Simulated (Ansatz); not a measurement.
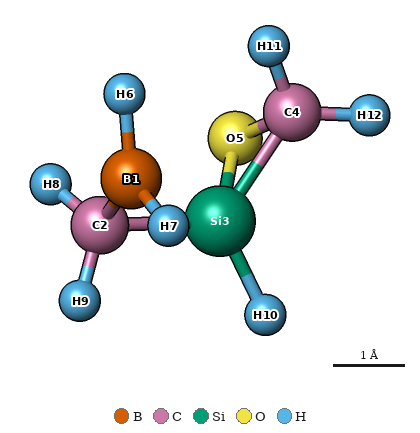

The input geometry (ball-and-stick view, seen at a tilt; atoms are numbered from 1 in the order of the input).

C2H7BOSi: nudged elastic band

- system: C2H7BOSi, SMILES BC[SiH]1CO1
- method: RKS BLYP-D4/def2-SVP (Ansatz 0.2.0)

It belongs to a series of runs on one base structure; here: band between the two ends. Figures and captions count atoms from 1; the log counts them from 0 in places.

### Output
```
Engine: ansatz 0.2.0, aarch64-unknown-linux-gnu
Functional definition: BLYP
  parameter beta = 0.0042
  parameter a = 0.04918
  parameter b = 0.132
  parameter c = 0.2533
  parameter d = 0.349
  exchange = b88_x(beta = beta)
  correlation = lyp_c(a = a, b = b, c = c, d = d)
1215 factors; their error is unknown
mean field evaluation 1: about -12765.8569 eV, gradient 7.5e1 eV
mean field evaluation 2: about -12714.3289 eV, gradient 1.6e2 eV
mean field evaluation 4: about -12779.2174 eV, gradient 1.3e1 eV
mean field evaluation 8: about -12779.5714 eV, gradient 1.5e-1 eV
mean field evaluation 16: about -12779.5081 eV, gradient 1.1e-3 eV
mean field -12779.50805513 eV, -469.6382587643 hartree, gradient 4.1e-5 eV, S^2 0.000000; 0 other end points of the search recorded, 0 dependent functions left out
the calculation of the forces begins
reference -12779.50840462 eV, -469.6382716079 hartree; 23, 23 occupied and 86, 86 virtual orbitals, 1215 factors
1215 factors; their error is unknown
mean field evaluation 32: about -12779.5083 eV, gradient 3.2e-2 eV
mean field -12779.50833722 eV, -469.6382691311 hartree, gradient 4.1e-5 eV, S^2 0.000000; 0 other end points of the search recorded, 0 dependent functions left out
[... from here on the field's lines of each further geometry are left out, up to the last ...]
NEB iter   1: max|band force component| = 2.555e0 eV/Å  barrier→ = 1.0942 eV  barrier← = 1.0942 eV  Δτ_max = 0.1946 Å  (319 SCF iters)
NEB iter   2: max|band force component| = 1.084e0 eV/Å  barrier→ = 0.3620 eV  barrier← = 0.3620 eV  Δτ_max = 0.1496 Å  (276 SCF iters)
NEB iter   3: max|band force component| = 4.988e-1 eV/Å  barrier→ = 0.3053 eV  barrier← = 0.3053 eV  CI = image 4  Δτ_max = 0.1177 Å  (269 SCF iters)
NEB iter   4: max|band force component| = 2.296e-1 eV/Å  barrier→ = 0.2797 eV  barrier← = 0.2797 eV  CI = image 4  Δτ_max = 0.0693 Å  (275 SCF iters)
NEB iter   5: max|band force component| = 1.476e-1 eV/Å  barrier→ = 0.2742 eV  barrier← = 0.2742 eV  CI = image 4  Δτ_max = 0.0643 Å  (277 SCF iters)
NEB iter   6: max|band force component| = 8.135e-2 eV/Å  barrier→ = 0.2721 eV  barrier← = 0.2722 eV  CI = image 4  Δτ_max = 0.0969 Å  (277 SCF iters)
NEB iter   7: max|band force component| = 1.649e-1 eV/Å  barrier→ = 0.2710 eV  barrier← = 0.2711 eV  CI = image 4  Δτ_max = 0.0489 Å  (278 SCF iters)
NEB iter   8: max|band force component| = 9.241e-2 eV/Å  barrier→ = 0.2694 eV  barrier← = 0.2695 eV  CI = image 4  Δτ_max = 0.0490 Å  (282 SCF iters)
NEB iter   9: max|band force component| = 2.247e-1 eV/Å  barrier→ = 0.2674 eV  barrier← = 0.2675 eV  CI = image 4  Δτ_max = 0.0245 Å  (278 SCF iters)
NEB iter  10: max|band force component| = 1.829e-1 eV/Å  barrier→ = 0.2662 eV  barrier← = 0.2662 eV  CI = image 4  Δτ_max = 0.0245 Å  (281 SCF iters)
NEB iter  11: max|band force component| = 1.141e-1 eV/Å  barrier→ = 0.2650 eV  barrier← = 0.2650 eV  CI = image 4  Δτ_max = 0.0245 Å  (283 SCF iters)
NEB iter  12: max|band force component| = 2.673e-2 eV/Å  barrier→ = 0.2636 eV  barrier← = 0.2637 eV  CI = image 4  Δτ_max = 0.0489 Å  (283 SCF iters)
NEB iter  13: max|band force component| = 2.704e-2 eV/Å  barrier→ = 0.2608 eV  barrier← = 0.2609 eV  CI = image 4  Δτ_max = 0.0971 Å  (31 SCF iters)
NEB iter  14: max|band force component| = 1.582e-1 eV/Å  barrier→ = 0.2554 eV  barrier← = 0.2554 eV  CI = image 4  Δτ_max = 0.0980 Å  (30 SCF iters)
NEB iter  15: max|band force component| = 7.117e-2 eV/Å  barrier→ = 0.2504 eV  barrier← = 0.2505 eV  CI = image 4  Δτ_max = 0.1949 Å  (272 SCF iters)
NEB iter  16: max|band force component| = 9.756e-2 eV/Å  barrier→ = 0.2462 eV  barrier← = 0.2462 eV  CI = image 4  Δτ_max = 0.0979 Å  (271 SCF iters)
NEB iter  17: max|band force component| = 9.687e-2 eV/Å  barrier→ = 0.2431 eV  barrier← = 0.2432 eV  CI = image 4  Δτ_max = 0.0977 Å  (275 SCF iters)
NEB iter  18: max|band force component| = 5.139e-1 eV/Å  barrier→ = 0.2447 eV  barrier← = 0.2447 eV  CI = image 4  Δτ_max = 0.0489 Å  (274 SCF iters)
NEB iter  19: max|band force component| = 3.482e-1 eV/Å  barrier→ = 0.2413 eV  barrier← = 0.2414 eV  CI = image 4  Δτ_max = 0.0489 Å  (282 SCF iters)
NEB iter  20: max|band force component| = 3.652e-1 eV/Å  barrier→ = 0.2406 eV  barrier← = 0.2406 eV  CI = image 4  Δτ_max = 0.0245 Å  (276 SCF iters)
NEB iter  21: max|band force component| = 9.147e-2 eV/Å  barrier→ = 0.2407 eV  barrier← = 0.2407 eV  CI = image 4  Δτ_max = 0.0489 Å  (270 SCF iters)
the calculation of the forces begins
reference -12779.50604897 eV, -469.6381850393 hartree; 23, 23 occupied and 86, 86 virtual orbitals, 1215 factors
1215 factors; their error is unknown
mean field evaluation 1600: about -12779.2981 eV, gradient 6.1e-5 eV
mean field -12779.29809648 eV, -469.6305429262 hartree, gradient 2.1e-5 eV, S^2 0.000000; 1 other end points of the search recorded, 0 dependent functions left out
the calculation of the forces begins
reference -12779.29845501 eV, -469.6305561018 hartree; 23, 23 occupied and 86, 86 virtual orbitals, 1215 factors
NEB iter  22: max|band force component| = 3.370e-2 eV/Å  barrier→ = 0.2407 eV  barrier← = 0.2407 eV  CI = image 4  Δτ_max = 0.0000 Å  (533 SCF iters)
```

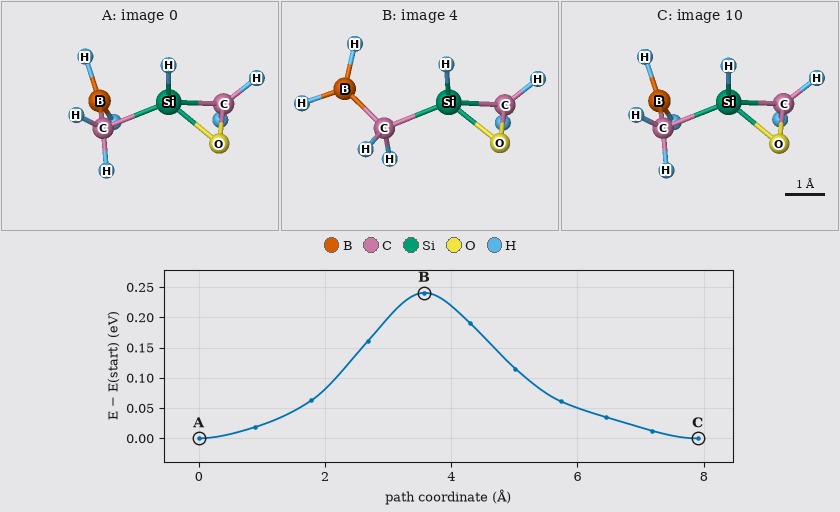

Images of the last band (counted from 0; ball-and-stick, seen at a tilt) above the energy along the path; the line is a cubic interpolation that uses the forces. The highest image is number 4, 0.241 eV above the start and 0.241 eV above the end (the climbing image); start and end have the same energy. The path is 7.90 Å long. The band converged in 22 iterations.

```
Total energy: -12779.80712975 eV, -469.6492495539 hartree
Atom 0 at    -0.901458     1.834915     0.652571 Å, force     0.001633    -0.001611    -0.002637 eV/Å
Atom 1 at    -0.457415     0.368606     1.011929 Å, force    -0.001653     0.000757     0.002638 eV/Å
Atom 2 at     0.880493    -0.401689    -0.057263 Å, force     0.000225     0.003310    -0.003501 eV/Å
Atom 3 at     0.495548    -1.508677    -1.474548 Å, force     0.000809    -0.002420     0.004418 eV/Å
Atom 4 at     0.947697    -2.108719    -0.176934 Å, force    -0.001564     0.001163    -0.003789 eV/Å
Atom 5 at    -1.737789     2.393891     1.334588 Å, force    -0.001039    -0.001283    -0.000412 eV/Å
Atom 6 at    -0.444982     2.442895    -0.297057 Å, force    -0.000216     0.001821     0.001567 eV/Å
Atom 7 at    -1.373839    -0.269321     0.973226 Å, force     0.000452     0.001323    -0.000123 eV/Å
Atom 8 at    -0.185663     0.342218     2.094604 Å, force     0.001276    -0.000925     0.000471 eV/Å
Atom 9 at     2.194380     0.307022     0.020157 Å, force     0.000111    -0.000779     0.001518 eV/Å
Atom 10 at    -0.546301    -1.777666    -1.740171 Å, force    -0.000049    -0.000811    -0.000212 eV/Å
Atom 11 at     1.206330    -1.678674    -2.307001 Å, force     0.000015    -0.000546     0.000062 eV/Å
Dipole moment:    -0.166155     0.312729     0.075969 e Å
this run last wrote the band of iteration 22 to [file]; this run last wrote the band within `neb.f_tol` of iteration 13 to [file]
```

### The last band as extended XYZ (Å, eV, eV/Å)
```
12
Properties=species:S:1:pos:R:3:forces:R:3 image=0 energy=-12780.04745
B    -0.7636    1.4962    0.3322   -0.0039  -0.0073   0.0139
C    -0.1004    0.5408    1.3591    0.0026  -0.0021  -0.0136
Si    0.8540   -0.5093    0.0908    0.0016   0.0111   0.0060
C     0.0362   -1.1967   -1.4178    0.0009   0.0083  -0.0085
O     0.2460   -2.0748   -0.2319   -0.0028  -0.0150   0.0044
H    -1.8644    1.2591   -0.1174   -0.0012  -0.0008  -0.0010
H    -0.1504    2.4538   -0.0957    0.0041   0.0083  -0.0060
H    -0.7739   -0.1470    1.9060   -0.0004   0.0001   0.0014
H     0.6619    0.9896    2.0262    0.0003   0.0017   0.0011
H     2.3343   -0.3489    0.1308   -0.0007  -0.0018   0.0018
H    -1.0314   -1.0167   -1.6458    0.0009  -0.0017   0.0002
H     0.6288   -1.5014   -2.3024   -0.0015  -0.0010   0.0002
12
Properties=species:S:1:pos:R:3:forces:R:3 image=1 energy=-12780.02876
B    -0.7680    1.6495    0.4440   -0.0039  -0.0058  -0.0042
C    -0.2129    0.4752    1.2895    0.0036  -0.0067   0.0016
Si    0.8451   -0.4441    0.0014   -0.0004  -0.0005   0.0042
C     0.1070   -1.3420   -1.4297   -0.0089   0.0117  -0.0002
O     0.5085   -2.1082   -0.2105   -0.0031  -0.0017   0.0014
H    -1.8677    1.5889   -0.0639    0.0022  -0.0160  -0.0144
H    -0.0717    2.6190    0.2114   -0.0037  -0.0021  -0.0037
H    -0.9578   -0.2602    1.6510    0.0069   0.0019   0.0088
H     0.4991    0.7610    2.0909    0.0055   0.0079   0.0028
H     2.2777   -0.0355   -0.0108    0.0045  -0.0070   0.0058
H    -0.9849   -1.3569   -1.6128   -0.0018   0.0124  -0.0026
H     0.7027   -1.6019   -2.3264   -0.0009   0.0059   0.0004
12
Properties=species:S:1:pos:R:3:forces:R:3 image=2 energy=-12779.98462
B    -0.8049    1.7757    0.5801   -0.0068   0.0064  -0.0072
C    -0.3471    0.4192    1.1802    0.0258  -0.0269  -0.0077
Si    0.8099   -0.4056   -0.0808   -0.0106   0.0138  -0.0049
C     0.2377   -1.4758   -1.4644   -0.0077   0.0078   0.0139
O     0.7356   -2.1087   -0.1984   -0.0056  -0.0026   0.0008
H    -1.9599    1.9756    0.2701   -0.0089  -0.0278  -0.0647
H     0.0094    2.6528    0.3634    0.0038   0.0082   0.0397
H    -1.1498   -0.2985    1.4368    0.0097  -0.0016   0.0138
H     0.3348    0.5627    2.0485    0.0171   0.0106   0.0136
H     2.1662    0.2136   -0.1055    0.0044  -0.0034   0.0033
H    -0.8349   -1.6733   -1.6555   -0.0110   0.0112   0.0008
H     0.8799   -1.6929   -2.3404   -0.0103   0.0043  -0.0014
12
Properties=species:S:1:pos:R:3:forces:R:3 image=3 energy=-12779.88675
B    -0.8588    1.8237    0.6425   -0.0125   0.0111  -0.0067
C    -0.4544    0.3687    1.0478    0.0297  -0.0090  -0.0013
Si    0.8215   -0.4197   -0.0930   -0.0157   0.0231  -0.0089
C     0.3875   -1.5245   -1.4958    0.0020  -0.0139   0.0165
O     0.8699   -2.1237   -0.2040   -0.0067  -0.0147  -0.0077
H    -1.9613    2.2667    0.8887   -0.0481  -0.0292  -0.0630
H    -0.0628    2.5602    0.0916    0.0526   0.0222   0.0750
H    -1.3052   -0.3073    1.2609   -0.0108  -0.0133   0.0277
H     0.0914    0.5053    2.0180    0.0270   0.0281  -0.0049
H     2.1345    0.2917   -0.0496   -0.0047  -0.0006  -0.0117
H    -0.6622   -1.7892   -1.7300   -0.0082  -0.0022  -0.0065
H     1.0768   -1.7071   -2.3430   -0.0046  -0.0017  -0.0085
12
Properties=species:S:1:pos:R:3:forces:R:3 image=4 energy=-12779.80677
B    -0.9015    1.8349    0.6526    0.0016  -0.0016  -0.0026
C    -0.4574    0.3686    1.0119   -0.0017   0.0008   0.0026
Si    0.8805   -0.4017   -0.0573    0.0002   0.0033  -0.0035
C     0.4955   -1.5087   -1.4745    0.0008  -0.0024   0.0044
O     0.9477   -2.1087   -0.1769   -0.0016   0.0012  -0.0038
H    -1.7378    2.3939    1.3346   -0.0010  -0.0013  -0.0004
H    -0.4450    2.4429   -0.2971   -0.0002   0.0018   0.0016
H    -1.3738   -0.2693    0.9732    0.0005   0.0013  -0.0001
H    -0.1857    0.3422    2.0946    0.0013  -0.0009   0.0005
H     2.1944    0.3070    0.0202    0.0001  -0.0008   0.0015
H    -0.5463   -1.7777   -1.7402    0.0000  -0.0008  -0.0002
H     1.2063   -1.6787   -2.3070    0.0000  -0.0005   0.0001
12
Properties=species:S:1:pos:R:3:forces:R:3 image=5 energy=-12779.85620
B    -0.9624    1.7990    0.6559    0.0032  -0.0132  -0.0033
C    -0.4828    0.3550    1.0281   -0.0111   0.0114   0.0177
Si    0.9131   -0.3641   -0.0115    0.0076   0.0065   0.0055
C     0.5777   -1.4514   -1.4566    0.0005  -0.0030   0.0084
O     0.9972   -2.0684   -0.1567   -0.0034  -0.0005  -0.0032
H    -1.4561    2.5320    1.4879    0.0520   0.0290   0.0293
H    -0.8891    2.2040   -0.4881   -0.0575  -0.0325  -0.0283
H    -1.3655   -0.2800    0.7531    0.0063   0.0051  -0.0358
H    -0.3327    0.2037    2.1177   -0.0109  -0.0147  -0.0024
H     2.2220    0.3413    0.1313    0.0038  -0.0024   0.0085
H    -0.4553   -1.7215   -1.7546    0.0032   0.0097  -0.0006
H     1.3109   -1.6048   -2.2725    0.0063   0.0047   0.0041
12
Properties=species:S:1:pos:R:3:forces:R:3 image=6 energy=-12779.93196
B    -1.0350    1.7407    0.6462   -0.0020  -0.0030  -0.0046
C    -0.5816    0.3004    1.0264   -0.0107  -0.0083  -0.0024
Si    0.9019   -0.3093    0.0187   -0.0064  -0.0019   0.0123
C     0.6599   -1.3799   -1.4568    0.0074   0.0081  -0.0025
O     1.0406   -2.0073   -0.1505   -0.0049   0.0018   0.0036
H    -1.0586    2.6423    1.4582    0.0693   0.0232  -0.0062
H    -1.3625    1.9886   -0.4975   -0.0552  -0.0243  -0.0004
H    -1.3534   -0.4246    0.6773    0.0004  -0.0097  -0.0090
H    -0.3903    0.1358    2.1067   -0.0053  -0.0047  -0.0020
H     2.1794    0.4266    0.2494   -0.0038   0.0025   0.0111
H    -0.3536   -1.6679   -1.8007    0.0039   0.0097  -0.0042
H     1.4301   -1.5006   -2.2433    0.0072   0.0066   0.0043
12
Properties=species:S:1:pos:R:3:forces:R:3 image=7 energy=-12779.98620
B    -1.1035    1.6427    0.6121    0.0023  -0.0080  -0.0053
C    -0.6507    0.2275    1.0580   -0.0076  -0.0020   0.0073
Si    0.8824   -0.2829    0.0590    0.0028  -0.0006   0.0112
C     0.7299   -1.2623   -1.4898    0.0000   0.0033  -0.0064
O     1.0528   -1.9646   -0.2057   -0.0048  -0.0016  -0.0006
H    -0.7374    2.6349    1.2093    0.0276   0.0046  -0.0220
H    -1.7847    1.7832   -0.3829   -0.0252  -0.0080   0.0073
H    -1.3667   -0.5779    0.7911   -0.0043  -0.0053   0.0058
H    -0.3550    0.1474    2.1257    0.0033   0.0027  -0.0018
H     2.1283    0.4629    0.3983   -0.0016  -0.0031   0.0082
H    -0.2603   -1.5412   -1.9011    0.0027   0.0105  -0.0059
H     1.5420   -1.3251   -2.2398    0.0050   0.0076   0.0022
12
Properties=species:S:1:pos:R:3:forces:R:3 image=8 energy=-12780.01254
B    -1.1510    1.4993    0.5394    0.0005  -0.0038  -0.0065
C    -0.6560    0.1630    1.1490    0.0023  -0.0026   0.0045
Si    0.8841   -0.2976    0.1313   -0.0007  -0.0052  -0.0012
C     0.7560   -1.0817   -1.5293   -0.0024   0.0112  -0.0087
O     1.0048   -1.9413   -0.3292   -0.0042   0.0005   0.0040
H    -0.6673    2.5566    0.8941    0.0070  -0.0022  -0.0151
H    -1.9722    1.5074   -0.3537   -0.0061  -0.0097   0.0005
H    -1.3344   -0.7026    1.0109    0.0002  -0.0019   0.0101
H    -0.2982    0.2284    2.1980    0.0020   0.0064   0.0031
H     2.1389    0.3695    0.5803    0.0009  -0.0084   0.0098
H    -0.2246   -1.2745   -2.0069   -0.0002   0.0096  -0.0023
H     1.5969   -1.0817   -2.2498    0.0007   0.0058   0.0018
12
Properties=species:S:1:pos:R:3:forces:R:3 image=9 energy=-12780.03485
B    -1.1679    1.3388    0.4499    0.0008  -0.0039  -0.0047
C    -0.6506    0.1117    1.2429    0.0015  -0.0005   0.0035
Si    0.8866   -0.3249    0.2081   -0.0006  -0.0058   0.0030
C     0.7589   -0.8838   -1.5452   -0.0024   0.0083  -0.0026
O     0.9263   -1.8988   -0.4622   -0.0047   0.0000  -0.0002
H    -0.6751    2.4358    0.6301    0.0021  -0.0032  -0.0126
H    -2.0072    1.2134   -0.4164    0.0001  -0.0101  -0.0036
H    -1.2925   -0.7904    1.2198    0.0010  -0.0011   0.0092
H    -0.2736    0.3204    2.2646    0.0020   0.0062   0.0026
H     2.1660    0.2165    0.7458    0.0020  -0.0075   0.0053
H    -0.2155   -0.9589   -2.0655   -0.0013   0.0114  -0.0011
H     1.6215   -0.8351   -2.2380   -0.0006   0.0062   0.0012
12
Properties=species:S:1:pos:R:3:forces:R:3 image=10 energy=-12780.04751
B    -0.7741    1.4932    0.3358    0.0040  -0.0013   0.0053
C    -0.0982    0.5405    1.3573   -0.0051   0.0014  -0.0048
Si    0.8576   -0.5089    0.0900   -0.0036  -0.0037  -0.0038
C     0.0427   -1.1934   -1.4215    0.0006  -0.0031   0.0124
O     0.2478   -2.0737   -0.2346    0.0017   0.0084  -0.0067
H    -0.1720    2.4588   -0.0914   -0.0009  -0.0020  -0.0009
H    -1.8743    1.2468   -0.1105    0.0007  -0.0003   0.0000
H    -0.7657   -0.1504    1.9078    0.0016   0.0009   0.0003
H     0.6632    0.9950    2.0217    0.0009   0.0010   0.0005
H     2.3382   -0.3513    0.1354   -0.0020  -0.0011   0.0003
H    -1.0243   -1.0118   -1.6512    0.0020  -0.0006  -0.0019
H     0.6360   -1.5000   -2.3048    0.0000   0.0003  -0.0007
```

The run was set up as follows.

### The input
```yaml
crystal:
  periodic: [false, false, false]
  atoms:
    - { symbol: B, position_ang: [-0.763621, 1.496231, 0.332173] }
    - { symbol: C, position_ang: [-0.100406, 0.540757, 1.359137] }
    - { symbol: Si, position_ang: [0.854031, -0.50931, 0.090767] }
    - { symbol: C, position_ang: [0.03616, -1.19671, -1.417753] }
    - { symbol: O, position_ang: [0.245982, -2.07484, -0.231868] }
    - { symbol: H, position_ang: [-1.864415, 1.259129, -0.117427] }
    - { symbol: H, position_ang: [-0.150366, 2.453838, -0.095726] }
    - { symbol: H, position_ang: [-0.773891, -0.146956, 1.905991] }
    - { symbol: H, position_ang: [0.661861, 0.989642, 2.026161] }
    - { symbol: H, position_ang: [2.334341, -0.348891, 0.130834] }
    - { symbol: H, position_ang: [-1.031431, -1.016665, -1.645827] }
    - { symbol: H, position_ang: [0.628755, -1.501424, -2.302362] }
basis:
  gaussian: { orbitals: def2-SVP }
hamiltonian:
  xc: blyp
  dispersion: d4
neb:
  order_check: false
  images: 9
  f_tol: 0.05
  max_iterations: 60
  initial_path: idpp
  final_atoms:
    - { symbol: B, position_ang: [-0.76931221, 1.49616728, 0.33359856] }
    - { symbol: C, position_ang: [-0.09681148, 0.54266514, 1.3565888] }
    - { symbol: Si, position_ang: [0.85588173, -0.51151846, 0.09098081] }
    - { symbol: C, position_ang: [0.03928978, -1.19540414, -1.41989099] }
    - { symbol: O, position_ang: [0.24111692, -2.07478685, -0.23180009] }
    - { symbol: H, position_ang: [-0.16392936, 2.45920122, -0.094759] }
    - { symbol: H, position_ang: [-1.87018865, 1.2527117, -0.11278355] }
    - { symbol: H, position_ang: [-0.76673456, -0.14535299, 1.90778955] }
    - { symbol: H, position_ang: [0.6657952, 0.99550153, 2.02059539] }
    - { symbol: H, position_ang: [2.33699105, -0.35864989, 0.1365663] }
    - { symbol: H, position_ang: [-1.02701897, -1.01060108, -1.65016634] }
    - { symbol: H, position_ang: [0.63192055, -1.50513246, -2.30261942] }
```

Run as:
```bash
ansatz run input.yaml --threads 2 --pin off --max-ram 3072MiB --backend cpu --events-out ev --progress --plain --runs-dir out
```

### Summary

| quantity | value |
| --- | --- |
| outcome | converged |
| barrier, forward | 0.241 eV |
| barrier, backward | 0.241 eV |
| hardware | 2 threads of Arm Neoverse V1, 24 GiB of memory available, shared host |
| wall time | 6.2 min (CPU time 12 min) |
| peak memory | 0.15 GiB |

### Remarks

The order of the saddle point was not checked.
